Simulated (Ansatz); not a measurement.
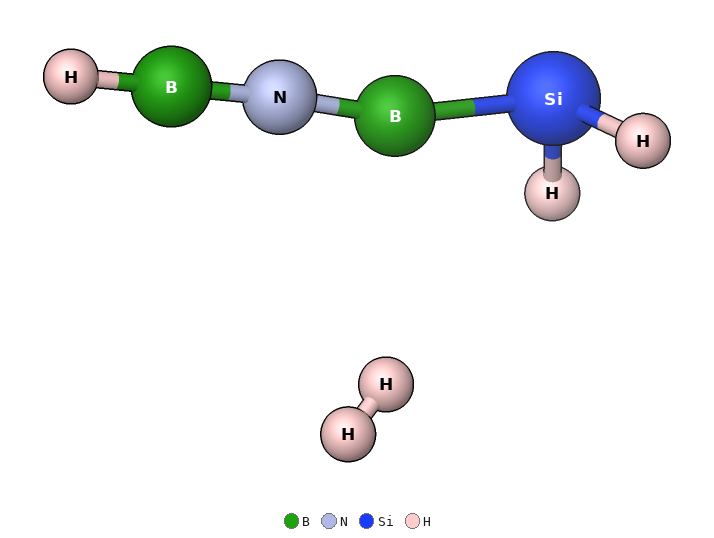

The geometry was computed by an optimisation with PBE0-D4/def2-TZVP. No frequency run is at hand to confirm it as a minimum. Level of theory: RKS PBE0-D4/def2-TZVPP (Ansatz 0.2.0).

What does the calculation give?

The species is B₂H₅NSi.
- HOMO energy (Kohn–Sham orbital): −5.47 eV
- LUMO energy (Kohn–Sham orbital): −2.44 eV
- HOMO–LUMO gap: 3.03 eV
- dispersion correction: −14.1 kJ/mol
